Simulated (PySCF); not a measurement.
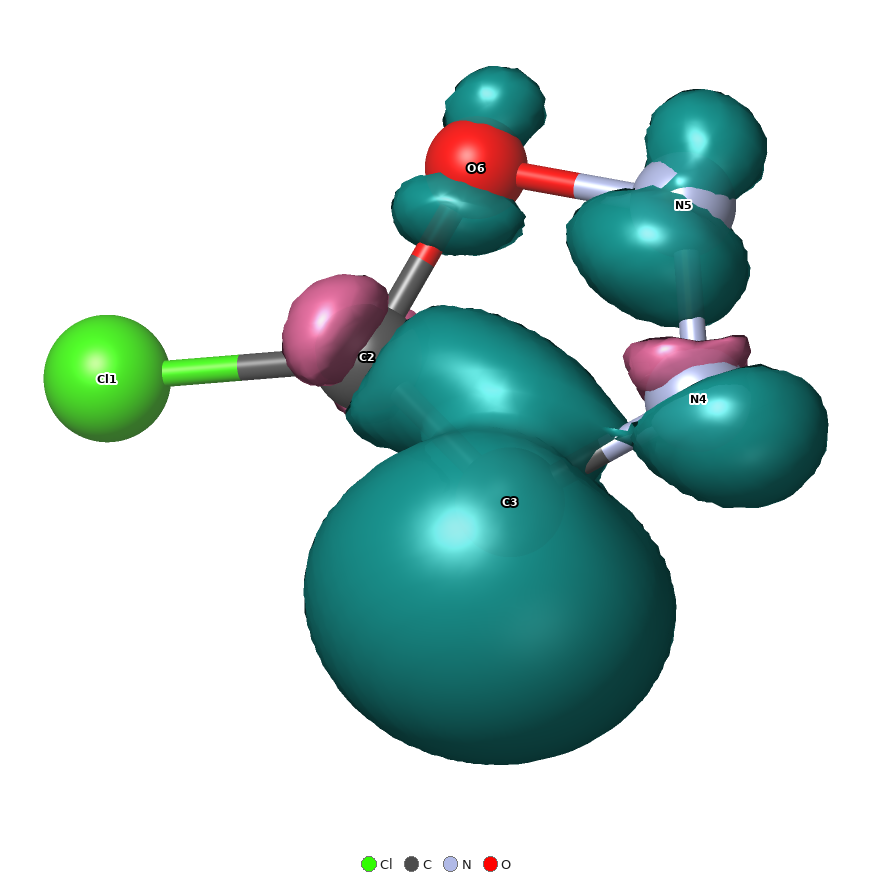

C₂ClN₂O (SMILES Clc1[c]nno1) (doublet). Isosurfaces of the spin density at +0.02 (teal) and −0.02 e/Å³ (pink), seen at a tilt.

Geometry: GFN2-xTB.

These are results of PySCF 2.14.0, density-fitted response routines, UKS B3LYP, pcH-1 on C Cl N O, non-relativistic, mean-field spin-orbit, GIAO, not measurements.

```xyz
6

Cl    2.2087   -0.0816    0.8396
C     0.6554    0.0329    0.2190
C    -0.0132    1.0058   -0.4912
N    -1.2429    0.5772   -0.7327
N    -1.3885   -0.5630   -0.2387
O    -0.2164   -0.9693    0.3825
```

Describe the spin distribution.

Answer. The unpaired spin (1 electron) lies mostly on C3 (about 0.8) and N4 (about 0.1), in electrons by Hirshfeld's partition.
